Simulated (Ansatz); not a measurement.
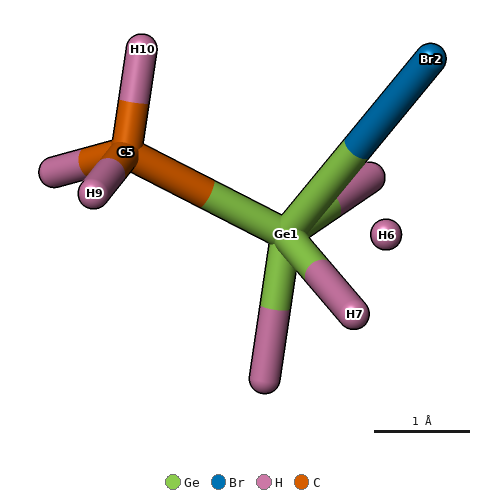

Fig. 1: The input geometry (stick view, seen at a tilt; atoms are numbered from 1 in the order of the input). Sticks mark near contacts. Bond lengths as drawn: Br–Ge 2.92 Å, C–Ge 1.96 Å, C–H 1.10 to 1.11 Å and Ge–H 1.55 to 1.96 Å.

**Molecular dynamics of CH$_{7}$BrGe (part 1 of 3)**

CH$_{7}$BrGe, computed with RKS BLYP-D4/def2-SVP (Ansatz 0.2.0).

It belongs to a series of runs on one base structure; here: dynamics from the highest image of the converged band. Figures and captions count atoms from 1; the log counts them from 0 in places.

## What the program printed
```
Engine: ansatz 0.2.0, aarch64-unknown-linux-gnu
Functional definition: BLYP
  parameter beta = 0.0042
  parameter a = 0.04918
  parameter b = 0.132
  parameter c = 0.2533
  parameter d = 0.349
  exchange = b88_x(beta = beta)
  correlation = lyp_c(a = a, b = b, c = c, d = d)
1260 factors; their error is unknown
mean field evaluation 1: about -127690.8533 eV, gradient 5.9e1 eV
mean field evaluation 2: about -127676.2339 eV, gradient 8.9e1 eV
mean field evaluation 4: about -127698.3857 eV, gradient 9.4e0 eV
mean field evaluation 8: about -127698.6911 eV, gradient 1.3e-1 eV
mean field evaluation 16: about -127698.5943 eV, gradient 1.7e-4 eV
mean field -127698.59428705 eV, -4692.8367828331 hartree, gradient 5.9e-5 eV, S^2 0.000000; 0 other end points of the search recorded, 0 dependent functions left out
the calculation of the forces begins
reference -127698.59464269 eV, -4692.8367959028 hartree; 40, 40 occupied and 73, 73 virtual orbitals, 1260 factors
md step     0: t =     0.00 fs  T =   300.0 K  F+E_penalty+E_count = -127699.02200068 eV  E_kin = 0.310224 eV  conserved = -127698.71177669 eV  (28 SCF iters)
these checks for a lower state are left out or cut short: starts, cluster_reference, orbital_swaps, neighbouring_geometries, increment
1260 factors; their error is unknown
mean field -127698.58898990 eV, -4692.8365881662 hartree, gradient 2.0e-5 eV, S^2 0.000000; 0 other end points of the search recorded, 0 dependent functions left out
the calculation of the forces begins
reference -127698.58934551 eV, -4692.8366012347 hartree; 40, 40 occupied and 73, 73 virtual orbitals, 1260 factors
md step     1: t =     0.50 fs  T =   296.6 K  F+E_penalty+E_count = -127699.01839359 eV  E_kin = 0.306670 eV  conserved = -127698.71172377 eV  (30 SCF iters, 3 dispersion substeps)
[... from here on the SCF iterations and repeated set-up lines of each step are left out, up to the last step ...]
md step     2: t =     1.00 fs  T =   286.4 K  F+E_penalty+E_count = -127699.00774906 eV  E_kin = 0.296194 eV  conserved = -127698.71155517 eV  (30 SCF iters, 3 dispersion substeps)
md step     3: t =     1.50 fs  T =   272.1 K  F+E_penalty+E_count = -127698.99268332 eV  E_kin = 0.281360 eV  conserved = -127698.71132345 eV  (30 SCF iters, 3 dispersion substeps)
md step     4: t =     2.00 fs  T =   256.9 K  F+E_penalty+E_count = -127698.97679271 eV  E_kin = 0.265686 eV  conserved = -127698.71110703 eV  (30 SCF iters, 3 dispersion substeps)
md step     5: t =     2.50 fs  T =   244.2 K  F+E_penalty+E_count = -127698.96344980 eV  E_kin = 0.252472 eV  conserved = -127698.71097784 eV  (30 SCF iters, 3 dispersion substeps)
md step     6: t =     3.00 fs  T =   235.7 K  F+E_penalty+E_count = -127698.95468332 eV  E_kin = 0.243711 eV  conserved = -127698.71097252 eV  (30 SCF iters, 3 dispersion substeps)
md step     7: t =     3.50 fs  T =   231.6 K  F+E_penalty+E_count = -127698.95061420 eV  E_kin = 0.239538 eV  conserved = -127698.71107592 eV  (30 SCF iters, 3 dispersion substeps)
md step     8: t =     4.00 fs  T =   230.6 K  F+E_penalty+E_count = -127698.94966841 eV  E_kin = 0.238434 eV  conserved = -127698.71123452 eV  (30 SCF iters, 3 dispersion substeps)
md step     9: t =     4.50 fs  T =   230.2 K  F+E_penalty+E_count = -127698.94937993 eV  E_kin = 0.237994 eV  conserved = -127698.71138566 eV  (30 SCF iters, 3 dispersion substeps)
md step    10: t =     5.00 fs  T =   228.1 K  F+E_penalty+E_count = -127698.94736038 eV  E_kin = 0.235878 eV  conserved = -127698.71148211 eV  (30 SCF iters, 3 dispersion substeps)
md step    11: t =     5.50 fs  T =   223.0 K  F+E_penalty+E_count = -127698.94205700 eV  E_kin = 0.230556 eV  conserved = -127698.71150108 eV  (30 SCF iters, 3 dispersion substeps)
md step    12: t =     6.00 fs  T =   214.4 K  F+E_penalty+E_count = -127698.93313757 eV  E_kin = 0.221696 eV  conserved = -127698.71144180 eV  (30 SCF iters, 3 dispersion substeps)
md step    13: t =     6.50 fs  T =   203.3 K  F+E_penalty+E_count = -127698.92152413 eV  E_kin = 0.210206 eV  conserved = -127698.71131857 eV  (30 SCF iters, 3 dispersion substeps)
md step    14: t =     7.00 fs  T =   191.5 K  F+E_penalty+E_count = -127698.90916451 eV  E_kin = 0.198005 eV  conserved = -127698.71115910 eV  (30 SCF iters, 3 dispersion substeps)
md step    15: t =     7.50 fs  T =   181.4 K  F+E_penalty+E_count = -127698.89859252 eV  E_kin = 0.187593 eV  conserved = -127698.71099977 eV  (30 SCF iters, 3 dispersion substeps)
md step    16: t =     8.00 fs  T =   175.5 K  F+E_penalty+E_count = -127698.89233012 eV  E_kin = 0.181447 eV  conserved = -127698.71088349 eV  (29 SCF iters, 3 dispersion substeps)
md step    17: t =     8.50 fs  T =   175.4 K  F+E_penalty+E_count = -127698.89221338 eV  E_kin = 0.181367 eV  conserved = -127698.71084606 eV  (30 SCF iters, 3 dispersion substeps)
md step    18: t =     9.00 fs  T =   181.7 K  F+E_penalty+E_count = -127698.89883446 eV  E_kin = 0.187932 eV  conserved = -127698.71090259 eV  (29 SCF iters, 3 dispersion substeps)
md step    19: t =     9.50 fs  T =   193.7 K  F+E_penalty+E_count = -127698.91132178 eV  E_kin = 0.200285 eV  conserved = -127698.71103721 eV  (30 SCF iters, 3 dispersion substeps)
md step    20: t =    10.00 fs  T =   209.3 K  F+E_penalty+E_count = -127698.92760708 eV  E_kin = 0.216404 eV  conserved = -127698.71120337 eV  (30 SCF iters, 3 dispersion substeps)
md step    21: t =    10.50 fs  T =   226.1 K  F+E_penalty+E_count = -127698.94514954 eV  E_kin = 0.233809 eV  conserved = -127698.71134095 eV  (30 SCF iters, 3 dispersion substeps)
md step    22: t =    11.00 fs  T =   242.2 K  F+E_penalty+E_count = -127698.96188239 eV  E_kin = 0.250486 eV  conserved = -127698.71139649 eV  (29 SCF iters, 3 dispersion substeps)
md step    23: t =    11.50 fs  T =   257.0 K  F+E_penalty+E_count = -127698.97705449 eV  E_kin = 0.265712 eV  conserved = -127698.71134274 eV  (29 SCF iters, 3 dispersion substeps)
md step    24: t =    12.00 fs  T =   271.2 K  F+E_penalty+E_count = -127698.99164637 eV  E_kin = 0.280452 eV  conserved = -127698.71119418 eV  (29 SCF iters, 3 dispersion substeps)
md step    25: t =    12.50 fs  T =   287.3 K  F+E_penalty+E_count = -127699.00813759 eV  E_kin = 0.297128 eV  conserved = -127698.71100917 eV  (30 SCF iters, 3 dispersion substeps)
md step    26: t =    13.00 fs  T =   308.2 K  F+E_penalty+E_count = -127699.02959814 eV  E_kin = 0.318724 eV  conserved = -127698.71087403 eV  (29 SCF iters, 3 dispersion substeps)
md step    27: t =    13.50 fs  T =   336.0 K  F+E_penalty+E_count = -127699.05835173 eV  E_kin = 0.347478 eV  conserved = -127698.71087419 eV  (28 SCF iters, 3 dispersion substeps)
md step    28: t =    14.00 fs  T =   371.0 K  F+E_penalty+E_count = -127699.09469166 eV  E_kin = 0.383636 eV  conserved = -127698.71105545 eV  (28 SCF iters, 3 dispersion substeps)
md step    29: t =    14.50 fs  T =   410.8 K  F+E_penalty+E_count = -127699.13619722 eV  E_kin = 0.424790 eV  conserved = -127698.71140676 eV  (28 SCF iters, 3 dispersion substeps)
md step    30: t =    15.00 fs  T =   450.7 K  F+E_penalty+E_count = -127699.17793016 eV  E_kin = 0.466064 eV  conserved = -127698.71186596 eV  (28 SCF iters, 3 dispersion substeps)
md step    31: t =    15.50 fs  T =   484.6 K  F+E_penalty+E_count = -127699.21341706 eV  E_kin = 0.501075 eV  conserved = -127698.71234242 eV  (28 SCF iters, 3 dispersion substeps)
md step    32: t =    16.00 fs  T =   506.1 K  F+E_penalty+E_count = -127699.23608449 eV  E_kin = 0.523351 eV  conserved = -127698.71273366 eV  (28 SCF iters, 3 dispersion substeps)
md step    33: t =    16.50 fs  T =   510.5 K  F+E_penalty+E_count = -127699.24086724 eV  E_kin = 0.527932 eV  conserved = -127698.71293532 eV  (27 SCF iters, 3 dispersion substeps)
md step    34: t =    17.00 fs  T =   496.1 K  F+E_penalty+E_count = -127699.22581893 eV  E_kin = 0.512970 eV  conserved = -127698.71284921 eV  (26 SCF iters, 3 dispersion substeps)
md step    35: t =    17.50 fs  T =   465.2 K  F+E_penalty+E_count = -127699.19351011 eV  E_kin = 0.481088 eV  conserved = -127698.71242181 eV  (26 SCF iters, 3 dispersion substeps)
md step    36: t =    18.00 fs  T =   425.5 K  F+E_penalty+E_count = -127699.15167469 eV  E_kin = 0.439977 eV  conserved = -127698.71169744 eV  (28 SCF iters, 3 dispersion substeps)
md step    37: t =    18.50 fs  T =   388.3 K  F+E_penalty+E_count = -127699.11233877 eV  E_kin = 0.401482 eV  conserved = -127698.71085675 eV  (28 SCF iters, 3 dispersion substeps)
md step    38: t =    19.00 fs  T =   366.3 K  F+E_penalty+E_count = -127699.08895546 eV  E_kin = 0.378774 eV  conserved = -127698.71018125 eV  (28 SCF iters, 3 dispersion substeps)
md step    39: t =    19.50 fs  T =   369.6 K  F+E_penalty+E_count = -127699.09213829 eV  E_kin = 0.382207 eV  conserved = -127698.70993172 eV  (27 SCF iters, 3 dispersion substeps)
md step    40: t =    20.00 fs  T =   401.9 K  F+E_penalty+E_count = -127699.12579520 eV  E_kin = 0.415589 eV  conserved = -127698.71020632 eV  (28 SCF iters, 3 dispersion substeps)
md step    41: t =    20.50 fs  T =   459.1 K  F+E_penalty+E_count = -127699.18567719 eV  E_kin = 0.474781 eV  conserved = -127698.71089597 eV  (28 SCF iters, 3 dispersion substeps)
md step    42: t =    21.00 fs  T =   531.2 K  F+E_penalty+E_count = -127699.26104578 eV  E_kin = 0.549299 eV  conserved = -127698.71174728 eV  (28 SCF iters, 3 dispersion substeps)
md step    43: t =    21.50 fs  T =   605.3 K  F+E_penalty+E_count = -127699.33846707 eV  E_kin = 0.625969 eV  conserved = -127698.71249813 eV  (28 SCF iters, 3 dispersion substeps)
md step    44: t =    22.00 fs  T =   670.0 K  F+E_penalty+E_count = -127699.40583794 eV  E_kin = 0.692866 eV  conserved = -127698.71297210 eV  (28 SCF iters, 3 dispersion substeps)
md step    45: t =    22.50 fs  T =   717.6 K  F+E_penalty+E_count = -127699.45518317 eV  E_kin = 0.742073 eV  conserved = -127698.71310979 eV  (28 SCF iters, 3 dispersion substeps)
md step    46: t =    23.00 fs  T =   745.3 K  F+E_penalty+E_count = -127699.48366712 eV  E_kin = 0.770711 eV  conserved = -127698.71295623 eV  (29 SCF iters, 3 dispersion substeps)
md step    47: t =    23.50 fs  T =   754.6 K  F+E_penalty+E_count = -127699.49297983 eV  E_kin = 0.780354 eV  conserved = -127698.71262548 eV  (29 SCF iters, 3 dispersion substeps)
md step    48: t =    24.00 fs  T =   749.8 K  F+E_penalty+E_count = -127699.48764266 eV  E_kin = 0.775390 eV  conserved = -127698.71225228 eV  (29 SCF iters, 3 dispersion substeps)
md step    49: t =    24.50 fs  T =   735.9 K  F+E_penalty+E_count = -127699.47296480 eV  E_kin = 0.761021 eV  conserved = -127698.71194377 eV  (29 SCF iters, 3 dispersion substeps)
md step    50: t =    25.00 fs  T =   717.2 K  F+E_penalty+E_count = -127699.45339360 eV  E_kin = 0.741645 eV  conserved = -127698.71174834 eV  (29 SCF iters, 3 dispersion substeps)
md step    51: t =    25.50 fs  T =   696.4 K  F+E_penalty+E_count = -127699.43175824 eV  E_kin = 0.720112 eV  conserved = -127698.71164667 eV  (29 SCF iters, 3 dispersion substeps)
md step    52: t =    26.00 fs  T =   674.9 K  F+E_penalty+E_count = -127699.40948619 eV  E_kin = 0.697898 eV  conserved = -127698.71158802 eV  (29 SCF iters, 3 dispersion substeps)
md step    53: t =    26.50 fs  T =   653.6 K  F+E_penalty+E_count = -127699.38737916 eV  E_kin = 0.675863 eV  conserved = -127698.71151663 eV  (30 SCF iters, 3 dispersion substeps)
md step    54: t =    27.00 fs  T =   633.5 K  F+E_penalty+E_count = -127699.36644445 eV  E_kin = 0.655043 eV  conserved = -127698.71140135 eV  (30 SCF iters, 3 dispersion substeps)
md step    55: t =    27.50 fs  T =   616.1 K  F+E_penalty+E_count = -127699.34837531 eV  E_kin = 0.637133 eV  conserved = -127698.71124225 eV  (29 SCF iters, 3 dispersion substeps)
md step    56: t =    28.00 fs  T =   603.9 K  F+E_penalty+E_count = -127699.33557163 eV  E_kin = 0.624509 eV  conserved = -127698.71106264 eV  (30 SCF iters, 3 dispersion substeps)
md step    57: t =    28.50 fs  T =   599.5 K  F+E_penalty+E_count = -127699.33078298 eV  E_kin = 0.619880 eV  conserved = -127698.71090333 eV  (30 SCF iters, 3 dispersion substeps)
md step    58: t =    29.00 fs  T =   605.1 K  F+E_penalty+E_count = -127699.33648850 eV  E_kin = 0.625674 eV  conserved = -127698.71081475 eV  (27 SCF iters, 3 dispersion substeps)
md step    59: t =    29.50 fs  T =   622.1 K  F+E_penalty+E_count = -127699.35412721 eV  E_kin = 0.643278 eV  conserved = -127698.71084943 eV  (28 SCF iters, 3 dispersion substeps)
md step    60: t =    30.00 fs  T =   650.1 K  F+E_penalty+E_count = -127699.38330858 eV  E_kin = 0.672260 eV  conserved = -127698.71104899 eV  (28 SCF iters, 3 dispersion substeps)
md step    61: t =    30.50 fs  T =   686.4 K  F+E_penalty+E_count = -127699.42122333 eV  E_kin = 0.709803 eV  conserved = -127698.71141995 eV  (28 SCF iters, 3 dispersion substeps)
md step    62: t =    31.00 fs  T =   725.9 K  F+E_penalty+E_count = -127699.46259489 eV  E_kin = 0.750684 eV  conserved = -127698.71191098 eV  (28 SCF iters, 3 dispersion substeps)
md step    63: t =    31.50 fs  T =   762.1 K  F+E_penalty+E_count = -127699.50051411 eV  E_kin = 0.788112 eV  conserved = -127698.71240172 eV  (28 SCF iters, 3 dispersion substeps)
md step    64: t =    32.00 fs  T =   788.7 K  F+E_penalty+E_count = -127699.52829663 eV  E_kin = 0.815575 eV  conserved = -127698.71272189 eV  (28 SCF iters, 3 dispersion substeps)
md step    65: t =    32.50 fs  T =   802.0 K  F+E_penalty+E_count = -127699.54202064 eV  E_kin = 0.829301 eV  conserved = -127698.71271923 eV  (28 SCF iters, 3 dispersion substeps)
md step    66: t =    33.00 fs  T =   803.0 K  F+E_penalty+E_count = -127699.54272096 eV  E_kin = 0.830364 eV  conserved = -127698.71235707 eV  (28 SCF iters, 3 dispersion substeps)
md step    67: t =    33.50 fs  T =   797.8 K  F+E_penalty+E_count = -127699.53677069 eV  E_kin = 0.824976 eV  conserved = -127698.71179422 eV  (28 SCF iters, 3 dispersion substeps)
md step    68: t =    34.00 fs  T =   794.9 K  F+E_penalty+E_count = -127699.53337632 eV  E_kin = 0.822027 eV  conserved = -127698.71134910 eV  (28 SCF iters, 3 dispersion substeps)
md step    69: t =    34.50 fs  T =   801.2 K  F+E_penalty+E_count = -127699.53981043 eV  E_kin = 0.828490 eV  conserved = -127698.71132050 eV  (27 SCF iters, 3 dispersion substeps)
md step    70: t =    35.00 fs  T =   817.4 K  F+E_penalty+E_count = -127699.55704937 eV  E_kin = 0.845282 eV  conserved = -127698.71176692 eV  (28 SCF iters, 3 dispersion substeps)
md step    71: t =    35.50 fs  T =   837.9 K  F+E_penalty+E_count = -127699.57890417 eV  E_kin = 0.866453 eV  conserved = -127698.71245129 eV  (28 SCF iters, 3 dispersion substeps)
md step    72: t =    36.00 fs  T =   853.4 K  F+E_penalty+E_count = -127699.59547037 eV  E_kin = 0.882477 eV  conserved = -127698.71299347 eV  (28 SCF iters, 3 dispersion substeps)
md step    73: t =    36.50 fs  T =   856.4 K  F+E_penalty+E_count = -127699.59870180 eV  E_kin = 0.885592 eV  conserved = -127698.71310993 eV  (28 SCF iters, 3 dispersion substeps)
md step    74: t =    37.00 fs  T =   845.1 K  F+E_penalty+E_count = -127699.58666822 eV  E_kin = 0.873910 eV  conserved = -127698.71275800 eV  (28 SCF iters, 3 dispersion substeps)
md step    75: t =    37.50 fs  T =   824.1 K  F+E_penalty+E_count = -127699.56429697 eV  E_kin = 0.852167 eV  conserved = -127698.71213001 eV  (28 SCF iters, 3 dispersion substeps)
md step    76: t =    38.00 fs  T =   801.8 K  F+E_penalty+E_count = -127699.54063879 eV  E_kin = 0.829114 eV  conserved = -127698.71152433 eV  (28 SCF iters, 3 dispersion substeps)
md step    77: t =    38.50 fs  T =   786.5 K  F+E_penalty+E_count = -127699.52451526 eV  E_kin = 0.813337 eV  conserved = -127698.71117794 eV  (28 SCF iters, 3 dispersion substeps)
md step    78: t =    39.00 fs  T =   783.2 K  F+E_penalty+E_count = -127699.52099651 eV  E_kin = 0.809841 eV  conserved = -127698.71115502 eV  (26 SCF iters, 3 dispersion substeps)
md step    79: t =    39.50 fs  T =   792.0 K  F+E_penalty+E_count = -127699.53034353 eV  E_kin = 0.818988 eV  conserved = -127698.71135514 eV  (29 SCF iters, 3 dispersion substeps)
md step    80: t =    40.00 fs  T =   810.1 K  F+E_penalty+E_count = -127699.54936259 eV  E_kin = 0.837750 eV  conserved = -127698.71161233 eV  (29 SCF iters, 3 dispersion substeps)
md step    81: t =    40.50 fs  T =   833.6 K  F+E_penalty+E_count = -127699.57378094 eV  E_kin = 0.861977 eV  conserved = -127698.71180375 eV  (29 SCF iters, 3 dispersion substeps)
md step    82: t =    41.00 fs  T =   858.9 K  F+E_penalty+E_count = -127699.60008552 eV  E_kin = 0.888188 eV  conserved = -127698.71189773 eV  (29 SCF iters, 3 dispersion substeps)
md step    83: t =    41.50 fs  T =   884.0 K  F+E_penalty+E_count = -127699.62608916 eV  E_kin = 0.914155 eV  conserved = -127698.71193392 eV  (29 SCF iters, 3 dispersion substeps)
md step    84: t =    42.00 fs  T =   907.5 K  F+E_penalty+E_count = -127699.65044303 eV  E_kin = 0.938467 eV  conserved = -127698.71197593 eV  (29 SCF iters, 3 dispersion substeps)
md step    85: t =    42.50 fs  T =   928.1 K  F+E_penalty+E_count = -127699.67177877 eV  E_kin = 0.959711 eV  conserved = -127698.71206756 eV  (29 SCF iters, 3 dispersion substeps)
md step    86: t =    43.00 fs  T =   943.7 K  F+E_penalty+E_count = -127699.68811317 eV  E_kin = 0.975896 eV  conserved = -127698.71221694 eV  (29 SCF iters, 3 dispersion substeps)
md step    87: t =    43.50 fs  T =   952.0 K  F+E_penalty+E_count = -127699.69680052 eV  E_kin = 0.984409 eV  conserved = -127698.71239127 eV  (28 SCF iters, 3 dispersion substeps)
md step    88: t =    44.00 fs  T =   950.1 K  F+E_penalty+E_count = -127699.69505229 eV  E_kin = 0.982519 eV  conserved = -127698.71253292 eV  (28 SCF iters, 3 dispersion substeps)
md step    89: t =    44.50 fs  T =   936.4 K  F+E_penalty+E_count = -127699.68084145 eV  E_kin = 0.968269 eV  conserved = -127698.71257210 eV  (28 SCF iters, 3 dispersion substeps)
md step    90: t =    45.00 fs  T =   910.5 K  F+E_penalty+E_count = -127699.65397667 eV  E_kin = 0.941537 eV  conserved = -127698.71244008 eV  (28 SCF iters, 3 dispersion substeps)
md step    91: t =    45.50 fs  T =   875.2 K  F+E_penalty+E_count = -127699.61710505 eV  E_kin = 0.905015 eV  conserved = -127698.71209003 eV  (28 SCF iters, 3 dispersion substeps)
md step    92: t =    46.00 fs  T =   836.3 K  F+E_penalty+E_count = -127699.57631825 eV  E_kin = 0.864790 eV  conserved = -127698.71152845 eV  (27 SCF iters, 3 dispersion substeps)
md step    93: t =    46.50 fs  T =   802.7 K  F+E_penalty+E_count = -127699.54087963 eV  E_kin = 0.830022 eV  conserved = -127698.71085720 eV  (27 SCF iters, 3 dispersion substeps)
md step    94: t =    47.00 fs  T =   784.5 K  F+E_penalty+E_count = -127699.52150390 eV  E_kin = 0.811217 eV  conserved = -127698.71028733 eV  (28 SCF iters, 3 dispersion substeps)
md step    95: t =    47.50 fs  T =   790.1 K  F+E_penalty+E_count = -127699.52706766 eV  E_kin = 0.816993 eV  conserved = -127698.71007508 eV  (28 SCF iters, 3 dispersion substeps)
md step    96: t =    48.00 fs  T =   822.4 K  F+E_penalty+E_count = -127699.56079816 eV  E_kin = 0.850427 eV  conserved = -127698.71037134 eV  (28 SCF iters, 3 dispersion substeps)
md step    97: t =    48.50 fs  T =   877.1 K  F+E_penalty+E_count = -127699.61810524 eV  E_kin = 0.907005 eV  conserved = -127698.71110005 eV  (27 SCF iters, 3 dispersion substeps)
md step    98: t =    49.00 fs  T =   943.6 K  F+E_penalty+E_count = -127699.68774557 eV  E_kin = 0.975753 eV  conserved = -127698.71199257 eV  (27 SCF iters, 3 dispersion substeps)
md step    99: t =    49.50 fs  T =  1008.7 K  F+E_penalty+E_count = -127699.75582962 eV  E_kin = 1.043077 eV  conserved = -127698.71275271 eV  (28 SCF iters, 3 dispersion substeps)
md step   100: t =    50.00 fs  T =  1060.9 K  F+E_penalty+E_count = -127699.81030585 eV  E_kin = 1.097096 eV  conserved = -127698.71320973 eV  (28 SCF iters, 3 dispersion substeps)
md step   101: t =    50.50 fs  T =  1093.1 K  F+E_penalty+E_count = -127699.84369257 eV  E_kin = 1.130340 eV  conserved = -127698.71335207 eV  (28 SCF iters, 3 dispersion substeps)
md step   102: t =    51.00 fs  T =  1102.6 K  F+E_penalty+E_count = -127699.85347188 eV  E_kin = 1.140211 eV  conserved = -127698.71326044 eV  (28 SCF iters, 3 dispersion substeps)
md step   103: t =    51.50 fs  T =  1090.8 K  F+E_penalty+E_count = -127699.84100899 eV  E_kin = 1.127979 eV  conserved = -127698.71303018 eV  (28 SCF iters, 3 dispersion substeps)
md step   104: t =    52.00 fs  T =  1061.3 K  F+E_penalty+E_count = -127699.81018865 eV  E_kin = 1.097479 eV  conserved = -127698.71271015 eV  (29 SCF iters, 3 dispersion substeps)
md step   105: t =    52.50 fs  T =  1019.6 K  F+E_penalty+E_count = -127699.76660179 eV  E_kin = 1.054301 eV  conserved = -127698.71230042 eV  (29 SCF iters, 3 dispersion substeps)
md step   106: t =    53.00 fs  T =   972.5 K  F+E_penalty+E_count = -127699.71739516 eV  E_kin = 1.005608 eV  conserved = -127698.71178722 eV  (29 SCF iters, 3 dispersion substeps)
```
